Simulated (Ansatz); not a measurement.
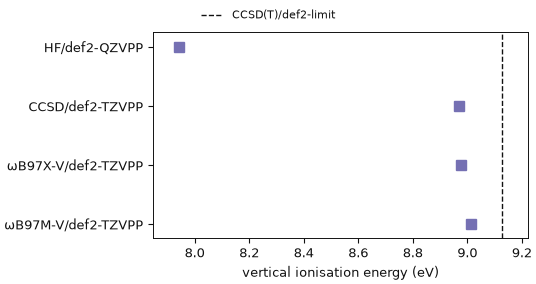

Vertical ionisation energy of C₂H₇P, SMILES CPC, taken as the energy of the cation less that of the neutral at fixed geometry (unrestricted doublet cation, cores frozen in correlated methods, no spin-orbit coupling), the Ansatz code, at a PBE0-D4/def2-TZVP geometry (a minimum by its frequencies). Limit means an estimate of the basis limit from triple and quadruple zeta; for coupled cluster it is either extrapolated directly or built as the MP2 limit plus the step from MP2 in triple zeta. The distance of CCSD/def2-TZVPP to the limit includes basis error.

Q: Which level comes closest to the line (CCSD(T)/def2-limit), and which misses most?

A: Closest ωB97M-V/def2-TZVPP (9.01 eV), against 9.13 eV; farthest HF/def2-QZVPP (7.94 eV).

Q: Give the values.

A:
| level | eV | less CCSD(T)/def2-limit |
| --- | --- | --- |
| HF/def2-QZVPP | 7.94 | −1.19 |
| CCSD/def2-TZVPP | 8.97 | −0.16 |
| ωB97X-V/def2-TZVPP | 8.98 | −0.15 |
| ωB97M-V/def2-TZVPP | 9.01 | −0.12 |
| CCSD(T)/def2-limit | 9.13 | 0.00 |
